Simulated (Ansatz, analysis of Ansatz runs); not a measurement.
**LaOF (R-3m), V_O hop (2.9 Å): barriers by charge state**

Aim: compare the barrier of one jump in LaOF (R-3m) across charge states. The case: V_O hop (2.9 Å), in a cell of 36 host atoms with 1 O taken out.

Main program and level: analysis of Ansatz runs 0.2.0; migration barriers of one hop by charge state from climbing-image bands, PBEsol; no image-charge correction, which largely cancels along a path.

**1. The starting structure**

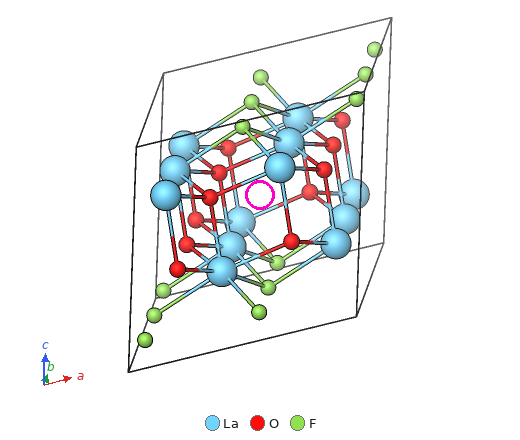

Start, viewed slightly off an axis; lanthanum blue, oxygen red, fluorine green. A ring marks the centre wherever it is empty. Bonds to atoms that aren't drawn are left out.

The cell holds 35 atoms: 12 La, 11 O and 12 F. Cell: a = 8.026 Å, b = 12.040 Å, c = 7.079 Å, α = 73.5°, β = 73.5°, γ = 60.0°. It derives from LaOF (space group R-3m). Nearest the centre at fractional (0.500, 0.500, 0.999): O10 at 1.45 Å, La8 at 1.90 Å, La25 at 1.90 Å, O9 at 3.19 Å, O15 at 3.19 Å, O22 at 3.19 Å, O27 at 3.19 Å, F28 at 3.27 Å.

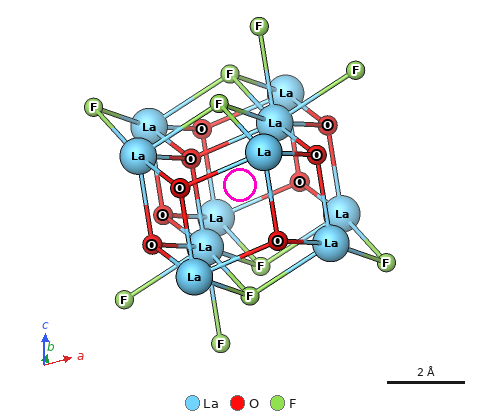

The atoms within 5 Å of the centre. A ring marks the centre wherever it is empty.

Coordinates:

```xyz
35
Lattice="-4.0132 6.9511 0.0000 -12.0397 0.0000 0.0000 -2.0066 1.1585 6.6894" Properties=species:S:1:pos:R:3 pbc="T T T"
La   -2.0066    1.1585    1.5069
La   -6.0198    3.4756    5.1824
O    -4.0132    2.3170    5.8152
O    -4.0132    2.3170    0.8742
F    -2.0066    1.1585    4.1009
F    -6.0198    3.4756    2.5885
La   -6.0198    1.1585    1.5069
La  -10.0331    3.4756    5.1824
O    -8.0265    2.3170    5.8152
O    -8.0265    2.3170    0.8742
F    -6.0198    1.1585    4.1009
F   -10.0331    3.4756    2.5885
La  -10.0331    1.1585    1.5069
La  -14.0463    3.4756    5.1824
O   -12.0397    2.3170    5.8152
O   -12.0397    2.3170    0.8742
F   -10.0331    1.1585    4.1009
F   -14.0463    3.4756    2.5885
La   -4.0132    4.6341    1.5069
La   -8.0265    6.9511    5.1824
O    -6.0198    5.7926    5.8152
O    -6.0198    5.7926    0.8742
F    -4.0132    4.6341    4.1009
F    -8.0265    6.9511    2.5885
La   -8.0265    4.6341    1.5069
La  -12.0397    6.9511    5.1824
O   -10.0331    5.7926    0.8742
F    -8.0265    4.6341    4.1009
F   -12.0397    6.9511    2.5885
La  -12.0397    4.6341    1.5069
La  -16.0529    6.9511    5.1824
O   -14.0463    5.7926    5.8152
O   -14.0463    5.7926    0.8742
F   -12.0397    4.6341    4.1009
F   -16.0529    6.9511    2.5885
```

The cell's shortest repeat is 7.1 Å.

**2. The bands**

Climbing-image bands with Ansatz at the zone centre alone, on 4 threads of Arm Neoverse V1, shared host:

| charge | moment (μB) | images | iterations | energies along the band (eV) | time |
| --- | --- | --- | --- | --- | --- |
| +2 | 0 | 5 | 7 | 0.00, 0.14, 0.43, 0.56, 0.43, 0.15, 0.00 | 3 min |
| 0 | 0 | 5 | 6 | 0.00, 0.39, 1.15, 1.53, 1.16, 0.38, 0.00 | 2.8 min |

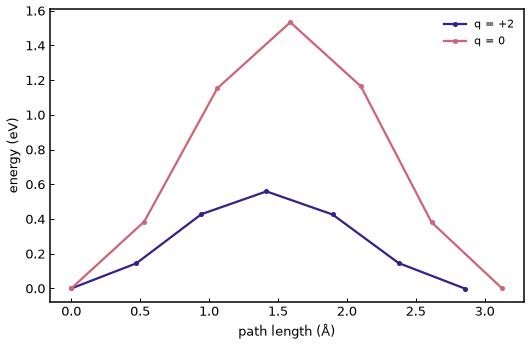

Energy along the path, by charge.

**3. Barriers and rates**

Arrhenius rates with an assumed prefactor of 1e13 per second. Hop rate against temperature:

| temperature (K) | charge +2 (1/s) | charge +0 (1/s) |
| --- | --- | --- |
| 200 | 0.0811 | 2.3e-26 |
| 300 | 4035 | 1.7e-13 |
| 400 | 9.0e5 | 4.8e-7 |
| 600 | 2.0e8 | 1.31 |
| 800 | 3.0e9 | 2181 |
| 1000 | 1.5e10 | 1.9e5 |

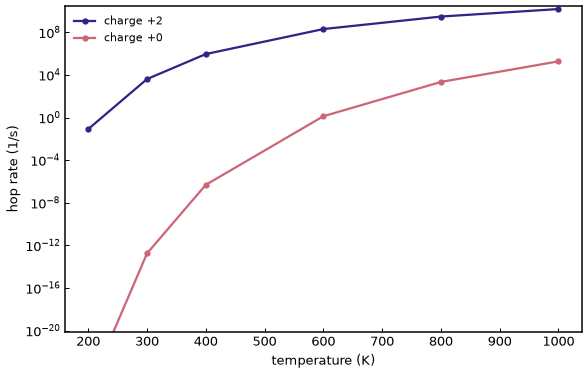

Hop rate, plotted against temperature.

**4. Summary of results**

| Item | Value |
| --- | --- |
| barrier at charge plus 2 | 0.56 eV |
| barrier at charge 0 | 1.53 eV |

What this shows: The barrier is lowest at charge +2 (0.56 eV) and highest at 0 (1.53 eV). No image-charge correction is applied. The order of the top as a saddle was not checked for all atoms, so a bent path could be lower. Limits: sampling at the zone centre alone can move energies of charged and open-shell states by tenths of an eV or more in cells of this size; periodic copies of the defect are only 7.1 Å apart; spin–orbit coupling, which can matter with heavy atoms, is left out.

[Logs are printed without paths, hosts, clocks, repeated set-up lines and the standing remarks that a program may print on its own settings, such as how far it seeks lower states.]

[Hosts, paths, dates, database ids (printed as entryN), source tags and the programs' standing remarks are cut or masked in the printed files.]
